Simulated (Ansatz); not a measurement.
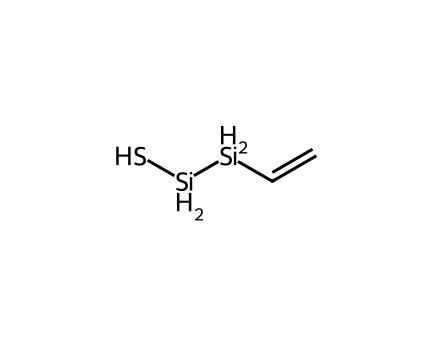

The computed structure is the end point of a PBE0-D4/def2-TZVP optimisation. No frequency run is at hand to confirm it as a minimum. Program: Ansatz 0.2.0.

Compare HOMO energy (eV), HOMO–LUMO gap (eV), dipole (D) at these levels: B3LYP-D4/def2-TZVPP; PBE-D4/def2-TZVPP; r2SCAN-D4/def2-TZVPP; ωB97M-V/def2-TZVPP.

```
               level  HOMO energy (eV)  HOMO–LUMO gap (eV)  dipole (D)
 B3LYP-D4/def2-TZVPP             −6.95                5.86        1.58
   PBE-D4/def2-TZVPP             −6.02                4.17        1.55
r2SCAN-D4/def2-TZVPP             −6.29                4.62        1.61
  ωB97M-V/def2-TZVPP             −9.26               10.36        1.61
```
